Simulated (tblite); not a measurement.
# Molecular dynamics, with input and output: C$_{5}$H$_{9}$BrO (part 2 of 2)

The same run, continued: C$_{5}$H$_{9}$BrO; GFN2-xTB Langevin dynamics, gas phase (tblite 0.8.0). It belongs to a series of runs on one base structure; here: constitutional isomer.

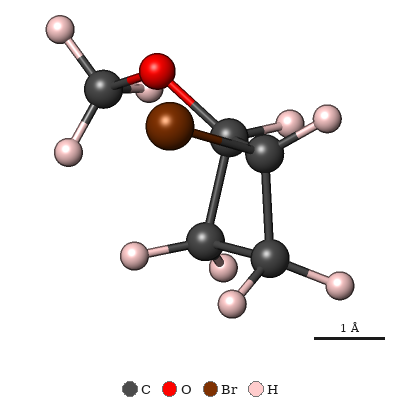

Fig. 1: The geometry at step 31 of the log (ball-and-stick view, seen at a tilt).

Trajectory as extended XYZ, continued
```
16
Properties=species:S:1:pos:R:3:forces:R:3 step=23 time_fs=575.0 energy=-636.72901 temperature=468.6
C     0.8625   -0.4159    2.2719   -1.1561  -2.1171  -1.3570
O     0.3749    0.1017    1.0267   -0.5191  -0.0614   0.6373
C    -1.0280    0.3344    1.0405    1.6993  -0.2840  -0.5546
C    -1.7897   -0.9815    0.7223    0.3240   1.0671  -0.4272
C    -2.0301   -0.4843   -0.6926   -0.9370  -0.3570  -1.5033
C    -1.4213    0.8597   -0.3754    0.0507   0.3940   0.9721
Br   -0.0673    1.5313   -1.5697    0.5345  -0.2287   0.0036
H     0.0560   -0.9338    2.8626    0.3145   1.0778  -0.1991
H     1.4502   -1.3232    1.9801    0.5350   1.1454   0.3670
H     1.3248    0.4142    2.7391    0.7329   0.0905   0.8885
H    -1.2667    0.9093    1.9763   -0.2712  -0.2970  -0.9046
H    -2.6984   -0.9577    1.2468   -1.1404  -0.5591   0.8681
H    -1.2584   -1.9062    0.7758    0.3745  -0.3461   0.4066
H    -3.1231   -0.4367   -0.9015    0.6629   0.0367  -0.2591
H    -1.5290   -1.0065   -1.5458   -0.3345   0.2351   0.8680
H    -2.0615    1.7180   -0.3369   -0.8699   0.2039   0.1937
16
Properties=species:S:1:pos:R:3:forces:R:3 step=24 time_fs=600.0 energy=-636.40692 temperature=348.7
C     0.9161   -0.4340    2.3415   -1.8956  -1.5549  -0.8687
O     0.5613    0.1480    1.1163   -2.4937  -0.1843  -1.5082
C    -0.9239    0.2973    0.9394    1.4154  -0.2044   0.6805
C    -1.7626   -0.9759    0.6445    0.7997   0.2416  -0.6624
C    -2.0553   -0.5084   -0.7957    0.4423   2.0754   2.1397
C    -1.4368    0.9000   -0.4399    0.4451  -1.0037   1.5608
Br   -0.0303    1.5248   -1.5802    0.0286   0.0490  -0.1673
H     0.0385   -0.8860    2.8482    0.0353   0.4808  -0.0121
H     1.5147   -1.3179    2.1601    0.8631   0.2415  -0.0544
H     1.3006    0.3478    2.9015    1.2283   0.9407   1.4619
H    -1.1885    0.7731    1.9204   -0.4208   0.2015  -1.0379
H    -2.6284   -1.0956    1.2952    0.3076  -0.1793  -0.1213
H    -1.1577   -1.8432    0.4585    0.1865  -0.7097   1.1513
H    -3.0710   -0.6011   -1.0159   -1.5080   0.4213  -0.7630
H    -1.4568   -1.0398   -1.4621    0.8429  -0.5776  -1.2776
H    -2.0754    1.7476   -0.1856   -0.2765  -0.2378  -0.5211
16
Properties=species:S:1:pos:R:3:forces:R:3 step=26 time_fs=650.0 energy=-636.84285 temperature=423.7
C     0.9558   -0.5005    2.3728   -1.1655   0.5699   0.3251
O     0.5118    0.0345    1.1305    1.3370  -0.2675  -0.5924
C    -0.8507    0.1788    0.9618   -0.1148  -0.7722   1.5729
C    -1.5690   -1.1139    0.5028   -1.3776   0.7429  -0.8660
C    -1.9682   -0.2912   -0.7929   -0.8437  -1.9416  -0.4743
C    -1.3642    0.9688   -0.2372    1.4348  -0.4188  -0.2835
Br    0.0737    1.5141   -1.5310   -0.4490   0.3929   0.7789
H     0.2835   -1.3037    2.7397    0.3918  -0.0144  -0.4319
H     1.9862   -0.8688    2.2562   -0.5523   0.4411   0.0952
H     0.8095    0.3215    3.1194    0.7210  -0.4767  -0.1701
H    -1.2420    0.5138    1.9242   -0.4566   0.5301   0.2287
H    -2.4618   -1.4882    1.0936    1.1561   0.5870  -0.5150
H    -0.8695   -1.9130    0.3238    0.0477  -0.2746  -0.1077
H    -3.0467   -0.2648   -1.0151    0.2784   0.0677   0.2001
H    -1.4739   -0.7145   -1.7135   -0.3737   0.5964   0.9190
H    -1.9772    1.7919    0.1089   -0.0338   0.2378  -0.6789
16
Properties=species:S:1:pos:R:3:forces:R:3 step=27 time_fs=675.0 energy=-636.81370 temperature=377.4
C     0.9887   -0.5041    2.3986   -0.3630  -0.5610   1.2688
O     0.5761    0.0512    1.1753    0.8644   0.2573   0.4236
C    -0.7987    0.1482    1.0352    0.0373  -1.3789  -1.7022
C    -1.5146   -1.1548    0.4770    0.1998   2.3920  -0.9442
C    -2.1043   -0.3122   -0.7120    0.8517  -1.1494  -0.0788
C    -1.2033    0.8853   -0.2828   -1.2097  -0.4969   0.2938
Br    0.1406    1.5192   -1.5114    0.1180  -0.3185   0.2294
H     0.6386   -1.5587    2.4419    0.4578   0.1586  -0.0562
H     2.1044   -0.4652    2.5495   -1.2416   0.1508  -0.5153
H     0.4702   -0.0434    3.3172    0.6913  -0.0073  -1.1741
H    -1.2246    0.4161    1.9706   -0.7182   1.0262   0.6934
H    -2.2405   -1.6479    1.0401   -0.9369  -0.5788   1.1752
H    -0.7391   -1.8093    0.1893    0.6278  -0.8839  -0.6319
H    -3.1691   -0.0756   -0.6608    0.1724   0.0194   0.3961
H    -1.9964   -0.8671   -1.6764    0.4330   0.9020   0.4757
H    -1.8434    1.7371   -0.0987    0.0159   0.4684   0.1469
16
Properties=species:S:1:pos:R:3:forces:R:3 step=29 time_fs=725.0 energy=-636.84389 temperature=384.5
C     1.1473   -0.6193    2.4220   -0.1986  -1.0066   0.6417
O     0.6973    0.2354    1.4436   -0.0076   0.6606  -1.0588
C    -0.6467    0.1467    1.1205   -0.9112  -1.6413   1.9989
C    -1.2634   -1.1674    0.4815    0.8433  -0.0100  -0.4357
C    -2.0688   -0.2322   -0.4169   -0.6960  -0.8367  -0.7637
C    -1.1844    0.9344   -0.0590   -0.0867   0.4585   0.3689
Br    0.1681    1.5134   -1.3810   -0.3337  -0.4547   0.3597
H     1.2458   -1.6565    2.0336    0.3302   0.4514   0.2154
H     2.0451   -0.1825    2.8142    0.9025  -0.1432  -0.2755
H     0.5211   -0.6893    3.3220   -0.6534   0.1286  -0.1836
H    -1.1935    0.2522    2.1118   -0.0978   0.6877  -0.8459
H    -1.8383   -1.9828    1.0075    0.9292   1.1331  -0.1540
H    -0.4426   -1.5647   -0.1350   -0.3344  -0.4944   0.2838
H    -3.1402   -0.1903   -0.1564    0.5166   0.4911   0.1587
H    -2.0309   -0.5173   -1.4553   -0.0575  -0.0858  -0.5515
H    -1.7167    1.8339    0.1748   -0.1449   0.6616   0.2417
16
Properties=species:S:1:pos:R:3:forces:R:3 step=30 time_fs=750.0 energy=-636.78810 temperature=325.1
C     1.2188   -0.6935    2.3569   -0.2768   0.7415   1.0668
O     0.7097    0.3539    1.5176   -0.4476  -0.6821   0.4013
C    -0.6654    0.2471    1.2184    0.0272  -2.2836   2.7658
C    -1.1553   -1.0937    0.5218    0.7464   0.8402  -0.2400
C    -1.9702   -0.1761   -0.4040   -2.2338  -1.4293   0.2755
C    -1.2000    1.0164    0.0784   -0.4484   1.0195  -1.0077
Br    0.1178    1.4783   -1.2900    0.0237   0.2014   0.3874
H     1.3715   -1.6316    1.7856    0.3223   0.6549   0.4000
H     2.0941   -0.2447    2.9002   -0.2192  -0.6675  -1.1745
H     0.5625   -0.9275    3.2452   -0.1311   0.1784  -0.9936
H    -1.2830    0.3462    2.2109    0.7752   0.3518  -1.3273
H    -1.7386   -1.8656    1.0515    0.6835   0.4579  -0.0849
H    -0.2629   -1.4550    0.0068   -0.3085  -0.5474   0.0097
H    -3.0453   -0.2186   -0.0041    1.1795   0.4697  -0.7157
H    -1.9997   -0.4257   -1.4770    0.1096   0.2338   0.4538
H    -1.7971    1.8822    0.3410    0.1980   0.4608  -0.2166
16
Properties=species:S:1:pos:R:3:forces:R:3 step=31 time_fs=775.0 energy=-636.95371 temperature=468.0
C     1.2596   -0.6601    2.2470   -0.9030   1.4279   2.0248
O     0.7113    0.4562    1.5894   -0.9422  -0.1049  -0.1805
C    -0.6613    0.2670    1.2915    0.1141  -0.0747   1.0487
C    -1.1067   -1.0214    0.5820    0.1841   1.6778  -0.6829
C    -2.0385   -0.1680   -0.3272    0.6544  -0.8699   0.1207
C    -1.2246    1.0430    0.1329   -0.2457   0.6406  -0.9092
Br    0.1536    1.4606   -1.1804    0.0421   0.0951   0.0900
H     1.2478   -1.5059    1.6349    0.2274  -1.3575  -0.7970
H     2.2291   -0.3545    2.5828    0.7606  -0.0007  -0.2291
H     0.6983   -0.8598    3.2105    0.1387  -0.0239  -0.8091
H    -1.3231    0.4027    2.2277    0.8950   0.0413  -0.8768
H    -1.5149   -1.6702    1.2528   -1.3008  -2.0689   1.4438
H    -0.3214   -1.4809    0.0177    0.3813  -0.1792  -0.3619
H    -3.1069   -0.1311   -0.0890    0.3833  -0.0700   0.1554
H    -1.8925   -0.5286   -1.3474   -0.3342   0.5891  -0.1216
H    -1.7588    1.9636    0.3222   -0.0553   0.2779   0.0848
16
Properties=species:S:1:pos:R:3:forces:R:3 step=33 time_fs=825.0 energy=-636.56916 temperature=332.0
C     1.4565   -0.3993    2.2320   -0.0298   1.4216  -0.2351
O     0.6806    0.6401    1.6252    0.2346  -0.4660  -0.3560
C    -0.6598    0.3572    1.3987   -1.3187   0.9477  -0.7683
C    -1.2456   -0.9066    0.6631    0.0432  -1.6041   1.8379
C    -2.2372   -0.0225   -0.0791    1.1636   0.9082   0.8586
C    -1.2469    1.1589    0.2059    0.3257   0.2189  -0.9510
Br    0.3102    1.4952   -1.0960   -1.0372  -0.4827   0.3438
H     1.3730   -1.2845    1.6102    0.2107  -0.3095   0.3134
H     2.4970    0.0039    2.2793   -0.7846  -0.4579  -0.1542
H     1.0531   -0.4775    3.2343    0.1679  -0.7215   0.3508
H    -1.2923    0.7515    2.2250    0.2689  -0.8776   0.3265
H    -1.7448   -1.7700    1.3232    1.2452   1.6920  -1.2373
H    -0.4689   -1.3155    0.0139   -0.1976  -0.1172   0.1194
H    -3.0615    0.0871    0.6573   -0.0499   0.2328  -1.2060
H    -2.4723   -0.2588   -1.1182   -0.2380   0.1047   0.4488
H    -1.6273    2.1866    0.2970   -0.0039  -0.4893   0.3087
16
Properties=species:S:1:pos:R:3:forces:R:3 step=34 time_fs=850.0 energy=-636.47475 temperature=269.3
C     1.4701   -0.3079    2.2637    1.2581   0.4424  -1.1937
O     0.7179    0.6326    1.5685    0.7971   0.0644  -0.9522
C    -0.6147    0.3875    1.3824   -0.0218   2.5978   0.0177
C    -1.1907   -0.8133    0.7317   -0.8185  -2.1327   0.6834
C    -2.0840    0.1071   -0.1324   -0.4142   0.7155   1.5979
C    -1.1194    1.2588    0.2267   -0.2275   0.0024  -0.9279
Br    0.2862    1.4716   -1.0822    0.4153  -0.2111  -0.4733
H     1.5302   -1.3096    1.7804   -0.0843   0.6063   0.2616
H     2.4473    0.2157    2.2597   -0.1372  -0.8175   0.2389
H     1.0611   -0.3275    3.2231   -0.3189  -0.6845   1.9060
H    -1.1541    0.7945    2.2232   -0.6361  -0.5172   1.0873
H    -1.5895   -1.6153    1.4989    0.3088   1.4115  -1.7194
H    -0.4890   -1.2778    0.0492    0.3115  -0.3144   0.1979
H    -3.0659    0.3091    0.4218    0.9756  -0.4187  -1.4892
H    -2.0180   -0.0571   -1.1952   -1.0646  -0.4446  -0.0995
H    -1.4681    2.2928    0.2519   -0.3432  -0.2995   0.8644
16
Properties=species:S:1:pos:R:3:forces:R:3 step=36 time_fs=900.0 energy=-636.77337 temperature=491.2
C     1.5604   -0.2809    2.3575   -0.3514  -1.3005  -0.0915
O     0.8844    0.5545    1.4763   -0.9645   0.1875  -0.4252
C    -0.5256    0.4429    1.3266    1.4165  -1.2575  -1.7602
C    -1.1290   -0.8262    0.6065   -0.2392   3.4426  -1.3206
C    -2.0045    0.1912   -0.2403    1.6428  -0.0064  -0.3229
C    -1.0495    1.3259    0.1905    0.7517  -0.0101   0.4574
Br    0.3555    1.5881   -1.0787    0.3883   0.1276  -0.5980
H     1.5608   -1.3663    2.0480   -0.3894   0.6495   0.0273
H     2.5935    0.0211    2.2145    0.0661   0.2501   0.7792
H     1.1075   -0.2511    3.3761    0.7131   0.2591  -0.4040
H    -1.0526    0.6985    2.1898   -0.7422   0.0904   1.8179
H    -1.6157   -1.5398    1.1598   -1.0338  -1.4425   1.3205
H    -0.4790   -1.2402   -0.1221    0.9721  -0.5285  -0.1685
H    -2.9732    0.4285    0.0679   -1.5359  -0.1260   0.7487
H    -2.0226   -0.0240   -1.3222    0.0604   0.1456   0.4333
H    -1.2710    2.3450    0.5488   -0.7547  -0.4810  -0.4934
16
Properties=species:S:1:pos:R:3:forces:R:3 step=37 time_fs=925.0 energy=-636.74545 temperature=537.7
C     1.5518   -0.0986    2.4655   -1.0887  -1.8739  -0.0652
O     0.8892    0.4754    1.3689    0.1583   0.4375   0.2694
C    -0.5001    0.3804    1.2781    1.2196  -0.5433  -0.9840
C    -1.0566   -0.8261    0.4960   -2.8515   0.5806  -0.2621
C    -1.9800    0.2355   -0.2505   -1.3490  -0.1757   0.3219
C    -1.0119    1.2995    0.1880    0.9094   0.6793  -0.5557
Br    0.4712    1.7333   -1.1282   -0.8226  -0.3067   0.5059
H     1.7279   -1.1972    2.2491   -0.3509   0.5926   0.2973
H     2.5471    0.3108    2.4723   -0.0096   0.6116   0.5826
H     0.8852   -0.0505    3.3853    1.2139   0.2940  -0.7071
H    -1.0244    0.5833    2.1894   -0.1722  -0.0476   0.8902
H    -1.7300   -1.5477    1.0177    1.0696   0.2208  -0.1876
H    -0.3455   -1.2673   -0.1706    0.2862  -0.2622  -0.1026
H    -2.9455    0.4321    0.3350    1.1250  -0.4901  -0.4324
H    -2.3622    0.1652   -1.2993    1.0284  -0.1798   0.6566
H    -1.3334    2.2626    0.5408   -0.3661   0.4630  -0.2272
16
Properties=species:S:1:pos:R:3:forces:R:3 step=39 time_fs=975.0 energy=-636.74134 temperature=434.9
C     1.4327    0.2194    2.6638   -1.1308   2.3514  -0.3587
O     0.9639    0.4508    1.3263    1.1541   0.2591   0.7828
C    -0.3768    0.5382    1.1217   -1.5131   1.4278   1.9813
C    -1.0681   -0.5874    0.4281   -0.6475  -1.8932   0.0753
C    -1.8613    0.4001   -0.3667   -0.3218   1.0393   0.5195
C    -0.8312    1.5098   -0.0112   -1.6176  -0.9996   0.8984
Br    0.5695    1.9032   -1.1529    0.6986   0.2320  -0.9784
H     1.4155   -0.7979    2.8655    0.0452  -1.9413   0.4663
H     2.4460    0.6225    2.7401   -0.2471  -0.0145  -0.0828
H     0.7314    0.7513    3.3849    0.8559  -0.4317  -0.5852
H    -1.0162    0.8165    2.0479    1.1805  -0.1675  -0.6373
H    -1.7163   -1.3011    0.9816    0.7757   0.2627  -0.0102
H    -0.3048   -1.1134   -0.1455   -0.2886  -0.2240  -0.2386
H    -2.8523    0.6469    0.0638    0.5497  -0.0988   0.1450
H    -2.0528    0.1580   -1.3523   -0.0703  -0.3498  -2.2356
H    -1.4045    2.3912    0.2558    0.5771   0.5480   0.2581
16
Properties=species:S:1:pos:R:3:forces:R:3 step=40 time_fs=1000.0 energy=-636.71493 temperature=320.9
C     1.4024    0.2785    2.7278    1.1494   1.0006  -0.8949
O     0.9649    0.4792    1.3637   -0.5607   0.0411   1.3624
C    -0.4365    0.6117    1.1761   -0.0203   0.1526   0.1446
C    -1.0907   -0.5176    0.3375   -0.3053   2.0940   0.7884
C    -1.7827    0.4928   -0.5719    1.5005   0.8956   0.8967
C    -0.8428    1.6299    0.0853   -1.1076  -1.8416  -1.2119
Br    0.6042    1.9481   -1.1963   -0.2077   0.2623   0.5000
H     1.2996   -0.7496    3.0623    0.1099  -0.2509  -0.2472
H     2.5096    0.6086    2.7241   -1.6306  -0.6419   0.0565
H     0.8546    0.9016    3.4465    0.0524   0.1270  -0.2973
H    -0.9791    0.8167    2.1177    0.3199   0.0190  -0.1578
H    -1.7180   -1.1700    0.8416   -1.2841  -1.1312   1.0655
H    -0.2823   -1.0312   -0.0045    1.9830  -1.5842  -1.7803
H    -2.8446    0.4912   -0.4408   -0.4997   0.5944   0.5524
H    -1.6172    0.4425   -1.6167    0.3048  -0.4129  -1.0057
H    -1.3671    2.5257    0.3411    0.1961   0.6762   0.2287
```

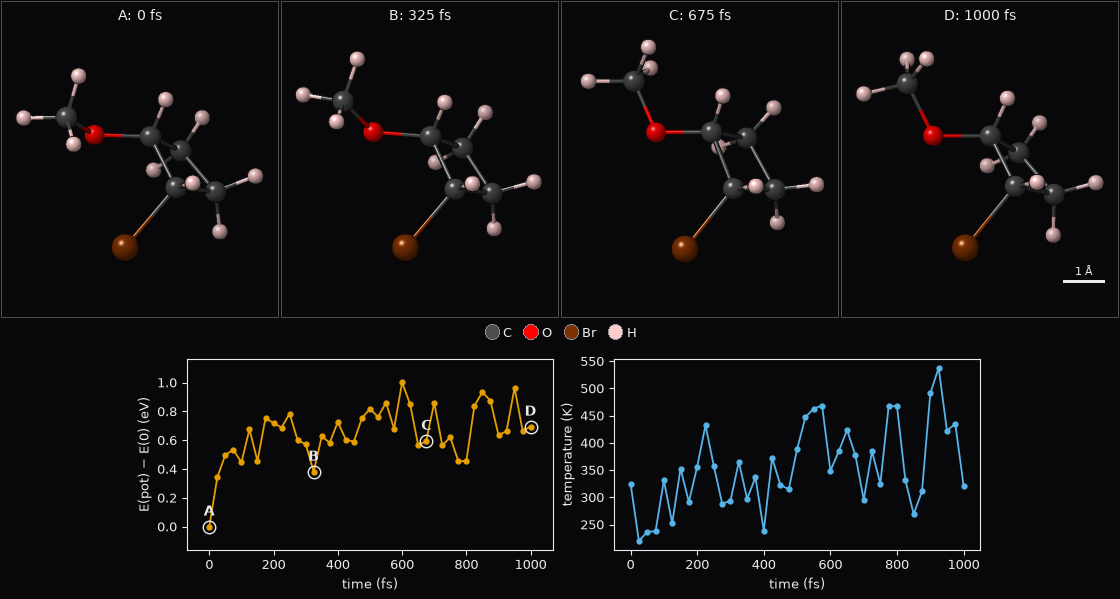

Fig. 2: Frames of the molecular dynamics (ball-and-stick, seen at a tilt) above the curves, on which the letters mark them. The trajectory kept here has 41 frames over 1000 fs. The temperature starts at 325 K, ranges from 220 to 538 K and averages 398 K over the second half. The potential energy ends 0.694 eV above its first value. After an unweighted best fit of the last frame on the first, the root-mean-square displacement is 0.63 Å, and H10 has moved furthest (1.42 Å).

The run was set up as follows.

Input
```
{"job": {"kind": "md", "xc": "GFN2-xTB", "basis": "xTB", "temperature": 400, "steps": 2000, "every": 50}, "charge": 0, "multiplicity": 1}
C      2.044442     0.308176     1.227210
O      1.394464    -0.329602     0.153269
C      0.010163    -0.382319     0.270661
C     -0.680352    -1.189516    -0.839231
C     -1.703527    -0.056210    -1.008699
C     -0.809398     0.859164    -0.167174
Br     0.249296     2.078904    -1.247901
H      1.852433    -0.219305     2.169922
H      3.107473     0.276758     1.000043
H      1.730043     1.351831     1.332628
H     -0.287310    -0.699690     1.282699
H     -1.066723    -2.164546    -0.555791
H     -0.018620    -1.292043    -1.695895
H     -2.652376    -0.260947    -0.514391
H     -1.895608     0.269163    -2.028399
H     -1.281999     1.459127     0.609639
```

The first line tells a small driver script what to run in tblite; the rest is the geometry in Å.

Launch command:
```bash
OMP_NUM_THREADS=1 python <driver script> task.json out
```

Results in brief

- outcome: finished
- mean temperature over the second half: 398 K
- trajectory: 41 frames kept, 1000 fs
- hardware: 1 CPU thread, shared host
- wall time: 12 s
- peak memory: 0.18 GiB
